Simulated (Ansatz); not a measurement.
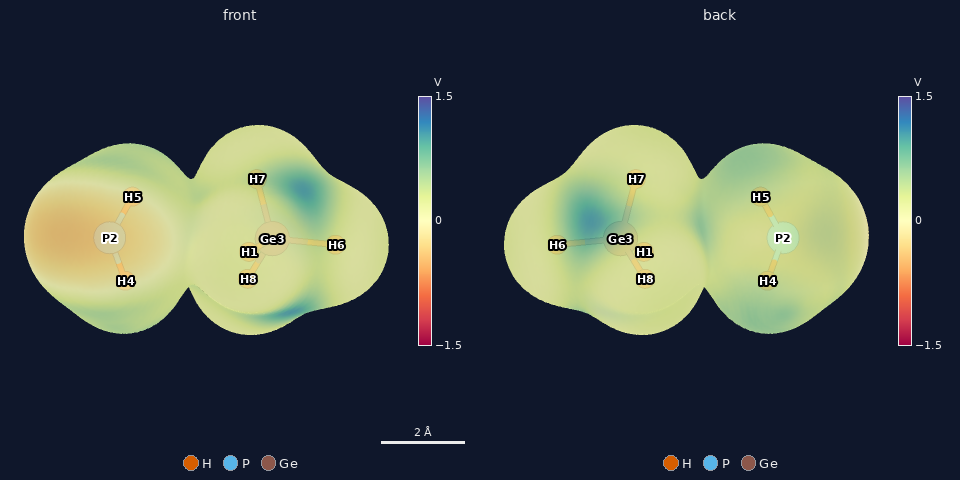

GeH4···H2P (doublet). The molecular electrostatic potential painted on the density surface at 0.002 e/bohr³, seen from the front and from behind; the colour scale runs from red (negative) to blue (positive).

The product side of a reaction path; geometry: PBE0-D4/def2-TZVP.

The calculation used UKS PBE0-D4/def2-TZVPP in Ansatz.

Input

```
crystal:
  periodic: [false, false, false]
  atoms:
    - {symbol: H, position_ang: [-0.927894, -0.608754, 1.020317]}
    - {symbol: P, position_ang: [-0.893368, 2.533863, -0.284756]}
    - {symbol: Ge, position_ang: [0.289463, -1.281620, 0.371490]}
    - {symbol: H, position_ang: [-1.041649, 1.668640, -1.406019]}
    - {symbol: H, position_ang: [0.486325, 2.201961, -0.164439]}
    - {symbol: H, position_ang: [0.385683, -2.737482, 0.847393]}
    - {symbol: H, position_ang: [1.564205, -0.526689, 0.771207]}
    - {symbol: H, position_ang: [0.137135, -1.249919, -1.155092]}
basis:
  gaussian: {orbitals: def2-TZVPP}
magnetization: {spin_polarized: true, initial_magnetization: 1}
hamiltonian: {xc: pbe0, dispersion: d4}
output: {orbitals: {seedname: orbitals}}
```

Run with:

```sh
ansatz run in.yaml --threads 4 --pin off --events-out ev --progress --plain --max-ram 9574MiB
```

Q: Describe the electrostatic potential map.

A: The most negative region (about −0.5 V, or −12 kcal/mol for a unit charge) lies over P2, the most positive (about +1.0 V, or +23 kcal/mol for a unit charge) over Ge3.
